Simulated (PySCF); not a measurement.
System: C3H8O2Si (SMILES C=C(C)[SiH](O)O).

```yaml
atoms:
  - { symbol: C, position_ang: [-0.6090, 1.5106, -0.7453] }
  - { symbol: C, position_ang: [-0.5330, 0.3094, -0.1877] }
  - { symbol: C, position_ang: [-1.7169, -0.6073, -0.1672] }
  - { symbol: Si, position_ang: [1.0330, -0.3557, 0.6281] }
  - { symbol: O, position_ang: [2.3583, 0.5635, 0.3674] }
  - { symbol: O, position_ang: [1.3414, -1.7886, -0.0661] }
  - { symbol: H, position_ang: [0.2312, 2.1856, -0.7745] }
  - { symbol: H, position_ang: [-1.5147, 1.8723, -1.2106] }
  - { symbol: H, position_ang: [-1.4520, -1.5513, -0.6391] }
  - { symbol: H, position_ang: [-2.5708, -0.1737, -0.6842] }
  - { symbol: H, position_ang: [-1.9981, -0.8262, 0.8618] }
  - { symbol: H, position_ang: [0.8468, -0.5210, 2.0733] }
  - { symbol: H, position_ang: [2.3438, 1.4893, 0.5859] }
  - { symbol: H, position_ang: [2.2393, -2.1075, -0.0988] }
```

Geometry: GFN2-xTB.

Level of theory: PySCF, CAM-B3LYP/def2-SVPD, SCF density, gas phase.

What can the converged electron density and electron localisation function tell about the bonding?

Answer. C–C (1.33 Å): ρ is about 2.3 e/Å³ halfway; the ELF peaks at about 0.90 between the atoms (a short, multiple covalent bond).
Si–O (1.63 Å): ρ is about 1.2 e/Å³ halfway; the ELF peaks at about 0.90 between the atoms; a polar covalent bond.
C–Si (1.89 Å): ρ is about 0.99 e/Å³ halfway; the ELF peaks at about 1 between the atoms: a shared electron pair.
C–C (1.50 Å): the density is about 1.7 e/Å³ at the midpoint; the ELF peaks at about 0.95 between the atoms; a covalent bond.

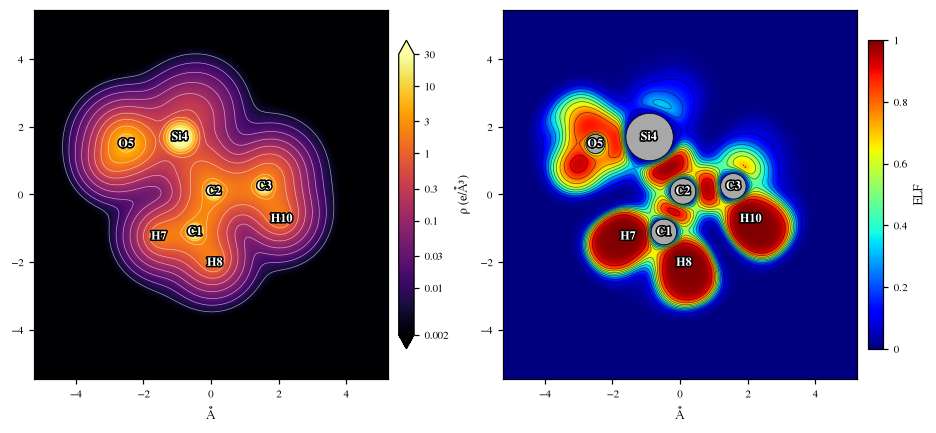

Computed electron density and electron localisation function on the plane of atoms C3, C2 and Si4, in this order. Grey discs cover the atomic cores in the ELF map. 
